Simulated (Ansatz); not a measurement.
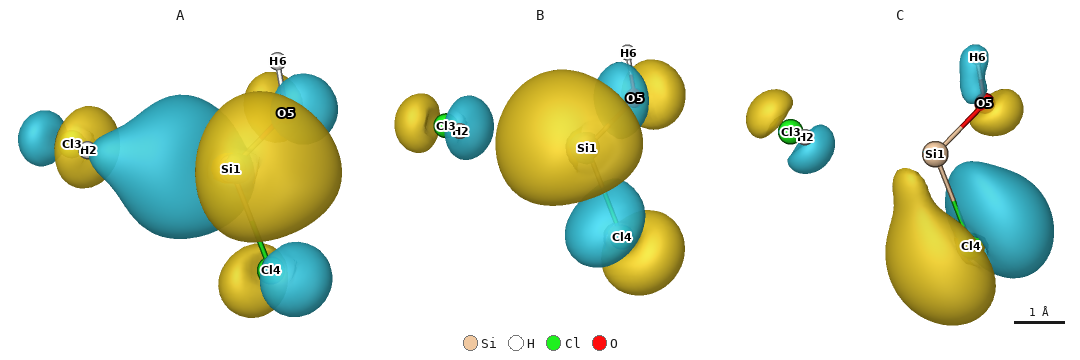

Figure. ClHOSi···HCl. Three frontier orbitals at ±0.1 Å⁻³ᐟ² (yellow and cyan are the two phases), in no order.

Not at a stationary point (largest force 1.1 eV/Å).

The calculation used Ansatz, RKS B3LYP/def2-SVP.

```yaml
atoms:
  - { symbol: Si, position_ang: [-0.8238, 0.1194, 0.3281] }
  - { symbol: H, position_ang: [1.4462, 0.1798, 1.7150] }
  - { symbol: Cl, position_ang: [2.4502, -0.1425, 0.8939] }
  - { symbol: Cl, position_ang: [-1.0218, 1.6444, -1.1125] }
  - { symbol: O, position_ang: [-1.1084, -1.2110, -0.6345] }
  - { symbol: H, position_ang: [-1.0558, -2.0593, -0.1755] }
```

Order the three orbitals by energy and name them.

C is the HOMO−1 (−8.69 eV). By Hirshfeld shares it lies mainly on Cl4 (about 85 %); largely a lone pair of Cl4. B is the HOMO (−7.03 eV). Its weight (Hirshfeld) is mainly on Si1 (about 55 %), Cl4 (about 20 %), O5 (about 15 %) and Cl3 (about 5 %). A is the LUMO (−1.96 eV). It lies mainly on Si1 (about 70 %), O5 (about 10 %), Cl4 (about 10 %) and Cl3 (about 5 %).

What is the HOMO–LUMO gap?

5.07 eV between the orbital energies.
